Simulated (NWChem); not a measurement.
# CCSD/STO-3G run of SiNH2Cl (SMILES N[Si]Cl)

Aim: the vertical ionisation energy of SiNH2Cl at CCSD/STO-3G, from 2 runs. 

Program for the calculation: NWChem 7.3.0.

### 1 The molecule

SiNH2Cl has 5 atoms, charge 0, and is taken as a singlet. SMILES: `N[Si]Cl`. Geometry: relaxed at PBE0-D4/def2-TZVP. This is one conformer, not always the lowest.

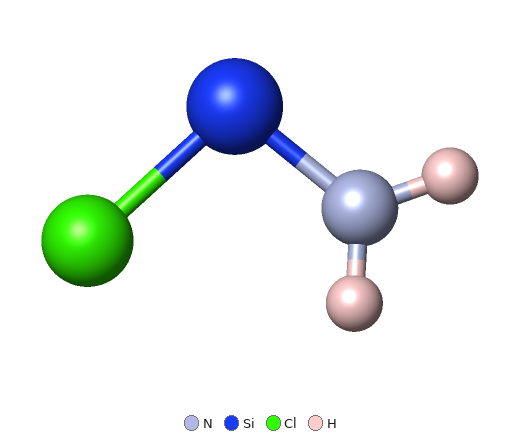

The structure, seen from a chosen angle (nitrogen light blue, silicon blue, chlorine green, hydrogen pink).

### 2 The energy at CCSD/STO-3G

The input, nw.nw:

```
start nw
title "ClH2NSi energy"
memory total 2200 mb

geometry units angstroms noautosym nocenter noautoz
  N     -0.148200     0.583400    -0.233900
  Si    -0.116200    -0.341800     1.192600
  Cl     0.649000    -2.124500     0.377300
  H     -0.473300     1.538600    -0.227400
  H      0.138600     0.270600    -1.150000
end

basis spherical bse
  * library STO-3G
end

scf
  nopen 0
  rhf
  thresh 1e-08
  maxiter 80
  print low
end

ccsd
  freeze core 11
  maxiter 60
end

task ccsd energy
```

Command:

```console
$ nwchem nw.nw > nw.out
```

What it wrote, shortened:

```text
[...]
  functions       =    25
[...]
  wavefunction    = RHF
[...]
         Total SCF energy =   -795.141128747313
      One-electron energy =  -1366.542106450514
      Two-electron energy =    440.010649387089
 Nuclear repulsion energy =    131.390328316113
        Time for solution =      0.6s
[...]
 Total MP2 energy:           -795.224503199153446
[...]
             energy      energy      error      ampl     ampl      Block
                                                time     time      time
[...]
 Total CCSD energy:           -795.246578102985268
[...]
```

Wall time 2.4 s (1 thread of AMD EPYC 7R13 (Zen 3), shared host); peak memory 0.1 GiB.

### 3 The doublet cation

The input, run.xyz:

```xyz
5
ClH2NSi
N     -0.148200     0.583400    -0.233900
Si    -0.116200    -0.341800     1.192600
Cl     0.649000    -2.124500     0.377300
H     -0.473300     1.538600    -0.227400
H      0.138600     0.270600    -1.150000
```

The input, run.nw:

```
echo
start run
title "ClH2NSi"
memory 2200 mb
charge 1
geometry units angstrom noautosym nocenter noautoz
  load run.xyz
end
basis spherical bse
  * library STO-3G
end
scf
  doublet
  uhf
  thresh 1e-08
  maxiter 80
  noprint "final vectors analysis"
end
tce
  scf
  ccsd
  freeze core 11
  maxiter 60
end
task tce energy
```

Command:

```console
$ nwchem run.nw > run.out
```

What it wrote, shortened:

```text
[...]
  functions       =    25
[...]
  wavefunction    = UHF
[...]
         Total SCF energy =   -794.892957101473
      One electron energy =  -1353.567365673192
      Two electron energy =    427.284080255607
 Nuclear repulsion energy =    131.390328316113
                       Sz =      0.5000
                 Sz(Sz+1) =      0.7500
                      S^2 =      0.7848
[...]
         Wavefunction type : Unrestricted Hartree-Fock
          No. of electrons :    39
[...]
         Spin multiplicity : doublet
[...]
 CCSD total energy / hartree       =      -795.013271589696501
[...]
```

It took 2.2 s on 1 thread of AMD EPYC 7R13 (Zen 3), shared host; peak memory 0.1 GiB.

### 4 What came out

At CCSD/STO-3G, 11 core orbitals frozen:

| quantity | value |
| --- | --- |
| singlet SiNH2Cl: total energy | -795.24658 Eh |
| singlet SiNH2Cl: correlation energy (11 core orbitals frozen) | -105.4 mEh |
| doublet cation: total energy | -795.01327 Eh |
| doublet cation: correlation energy (11 core orbitals frozen) | -120.3 mEh |
| doublet cation: ⟨S²⟩ of the reference determinant | 0.785 |
| vertical ionisation energy (to the doublet cation) | 6.349 eV |

Removing an electron at fixed nuclei costs 6.35 eV (613 kJ/mol). In a minimal basis such a difference can be off by several eV, whatever the method. Mulliken charges (doublet cation) run from -0.55 on N1 to +1.18 on Si2; they depend strongly on the basis.
